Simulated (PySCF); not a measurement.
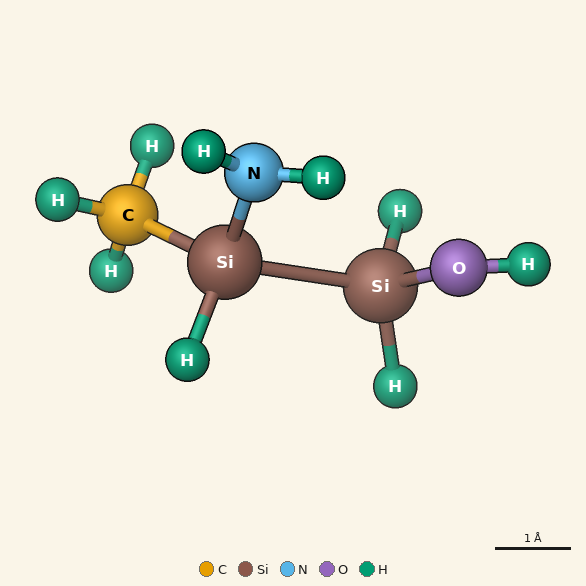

Rendered structure (ball-and-stick style).

The geometry was computed by an optimisation with PBE0-D3(BJ)/def2-SVP. No frequency run is at hand to confirm it as a minimum.

**Which formula does it have?**

CH9NOSi2, 14 atoms: 1 carbon, 9 hydrogen, 1 nitrogen, 1 oxygen and 2 silicon.

**Describe its rings.**

It has no ring.

**Name functional groups in it.**

Among them: Si–H bond, Si–O bond, Si–N bond.

**Give the symmetry (Schoenflies symbol).**

C1.

The parts below concern this one geometry. Atoms keep their numbers from picture to picture.

Shape

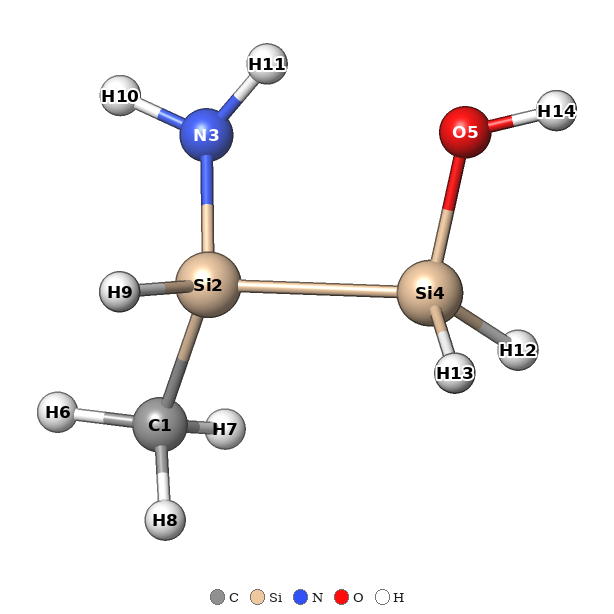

No frequency run is at hand to confirm it as a minimum.

**What is the geometry at Si4?**

Si4 has 4 neighbours (Si2 at 2.34, O5 at 1.68, H12 at 1.50, H13 at 1.50 Å); the arrangement is tetrahedral.

**What is the geometry at O5?**

O5 has 2 neighbours (Si4 at 1.68, H14 at 0.96 Å); the arrangement is bent.

**How are the neighbours of atom 1 arranged?**

C1 has 4 neighbours (Si2 at 1.88, H6 at 1.10, H7 at 1.10, H8 at 1.10 Å); the arrangement is tetrahedral.

**What is the geometry at Si2?**

Si2 has 4 neighbours (C1 at 1.88, N3 at 1.74, Si4 at 2.34, H9 at 1.51 Å); the arrangement is tetrahedral.

**What is the dihedral angle N3–Si2–Si4–O5?**

33° in size, that is gauche.

Dipole moment

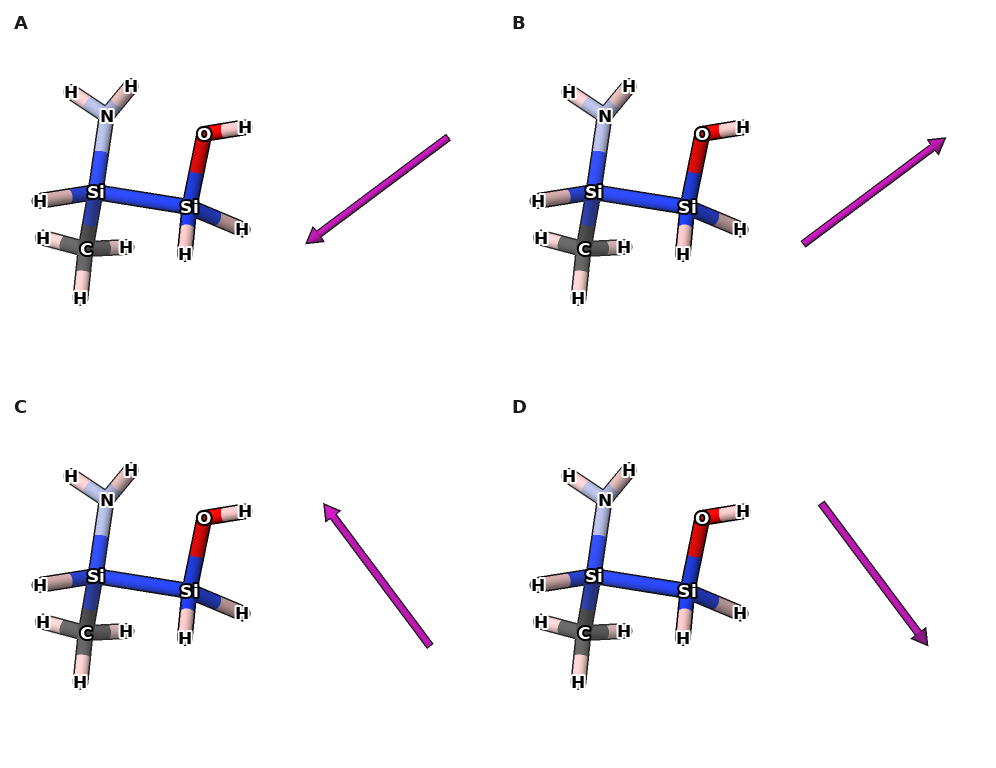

The same molecule four times, each with an arrow. No frequency run is at hand to confirm it as a minimum. Properties computed with B97-2/pcSseg-1, gas phase (PySCF 2.14.0).

**Which arrow points along the dipole moment, from the negative to the positive end?**

B. The dipole moment is 0.54 D.

NMR shielding

The questions are on isotropic NMR shieldings of the H atoms. No frequency run is at hand to confirm it as a minimum. Method: GIAO PBE0/6-31G NMR shielding, non-relativistic, gas phase (PySCF 2.14.0).

List the isotropic NMR shieldings of the H atoms.

| atom | σ (ppm) |
| --- | --- |
| H6 | 31.95 |
| H7 | 32.07 |
| H8 | 32.67 |
| H9 | 27.54 |
| H10 | 33.41 |
| H11 | 32.23 |
| H12 | 27.36 |
| H13 | 27.43 |
| H14 | 33.66 |

Charges

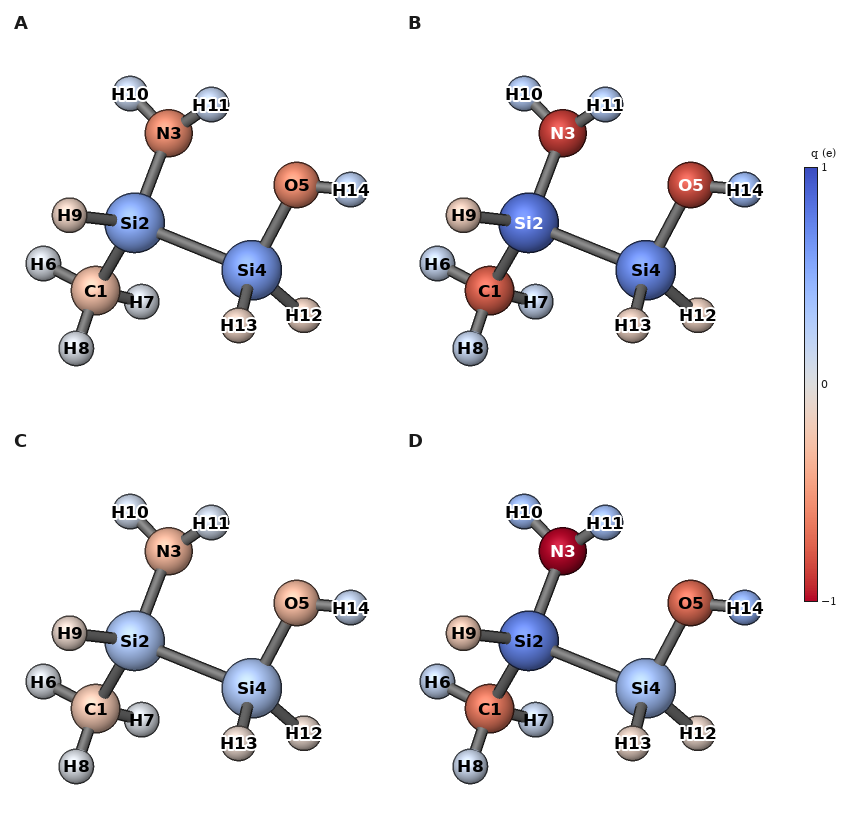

Atomic charges of one calculation by 4 schemes, on one colour scale. No frequency run is at hand to confirm it as a minimum. Method: PBE0/pcSseg-2 (PySCF 2.14.0).

**The schemes are ESP-fitted, Hirshfeld, IAO, Mulliken. Which panel shows which?**

A Mulliken, B IAO, C Hirshfeld, D ESP-fitted.

List the charges (e), one line for each set of equivalent atoms.

```tsv
atom	Mulliken	IAO	Hirshfeld	ESP-fitted
C1	−0.27	−0.74	−0.22	−0.65
Si2	0.51	0.79	0.31	0.73
N3	−0.55	−0.86	−0.33	−1.00
Si4	0.58	0.69	0.30	0.36
O5	−0.56	−0.81	−0.31	−0.69
H6	0.05	0.16	0.05	0.19
H7	0.06	0.16	0.05	0.16
H8	0.05	0.16	0.05	0.13
H9	−0.14	−0.17	−0.10	−0.20
H10	0.15	0.27	0.12	0.38
H11	0.18	0.28	0.11	0.36
H12	−0.14	−0.15	−0.09	−0.10
H13	−0.14	−0.15	−0.09	−0.12
H14	0.22	0.37	0.17	0.45
```

Quadrupole coupling

No frequency run is at hand to confirm it as a minimum. Electric field gradients from the ground-state density, PBE0/IGLO-III (PySCF 2.14.0), non-relativistic apart from any core potentials.

Give the largest field-gradient component, the quadrupole coupling constant and the asymmetry for 14N at N3 (Q = 20.44 mb), 17O at O5 (Q = −25.6 mb), 2H at H6 (Q = 2.86 mb), 2H at H7 (Q = 2.86 mb).

```tsv
atom	V_zz (a.u.)	e²qQ/h (MHz)	η
N3	−0.877	−4.21	0.31
O5	1.431	−8.61	0.68
H6	0.291	0.196	0.02
H7	0.291	0.196	0.03
```

Mulliken values depend strongly on the basis set and can even reverse the polarity of a bond.
